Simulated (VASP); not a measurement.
Band structure of CdSe (zinc blende). These are PBE GGA, VASP's PBE PAW potentials (set 64) (plane waves; VASP) values and carry that method's errors.

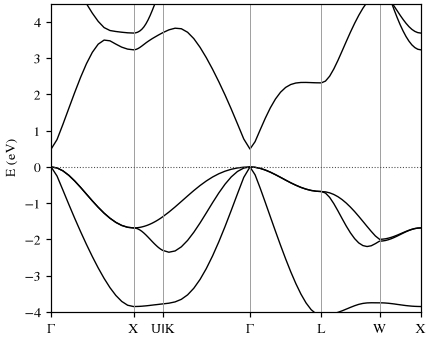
Figure. Bands along high-symmetry lines, zero at the valence-band maximum or, without a gap, the Fermi level

Q: Read the plot: is there a gap, and where are the band edges?

A: The gap is direct, 0.49 eV, from the valence maximum at Γ to the conduction minimum at Γ. (Edges off the drawn lines would not show.)

The compound is CdSe in the zinc blende structure, whereas wurtzite is the usual form. It was relaxed first, which changed the volume by +7 %.
